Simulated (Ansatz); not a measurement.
# Pressure series in Ca3P2

Take Ca3P2 (space group Pm-3m, No. 221; a = 5.2421 Å; a cell from a computed database, its experimental status unchecked) as the base.

Cell and atoms are relaxed at each pressure.

All numbers come from PBEsol (Ansatz, an electronic-structure program, PAW, spin-orbit coupling left out).

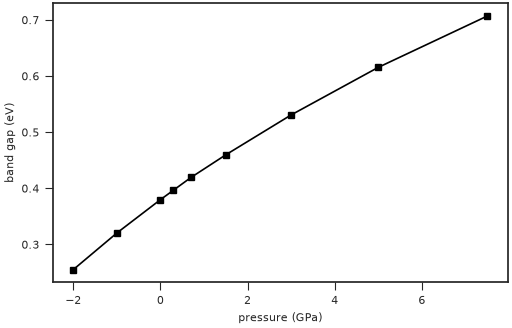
Figure: Band gap against pressure

```json
[
 {"pressure (GPa)": "-2", "band gap": "0.26 eV"},
 {"pressure (GPa)": "-1", "band gap": "0.32 eV"},
 {"pressure (GPa)": "0.3", "band gap": "0.40 eV"},
 {"pressure (GPa)": "0.7", "band gap": "0.42 eV"},
 {"pressure (GPa)": "1.5", "band gap": "0.46 eV"},
 {"pressure (GPa)": "3", "band gap": "0.53 eV"},
 {"pressure (GPa)": "5", "band gap": "0.62 eV"},
 {"pressure (GPa)": "7.5", "band gap": "0.71 eV"}
]
```

Load acts through the strain it causes; cell and atoms are relaxed under it. Stability against distortions was not tested. No other phases were tried under pressure. The zero or small gap of Ca3P2 under pressure −2 GPa can change with the level of theory.
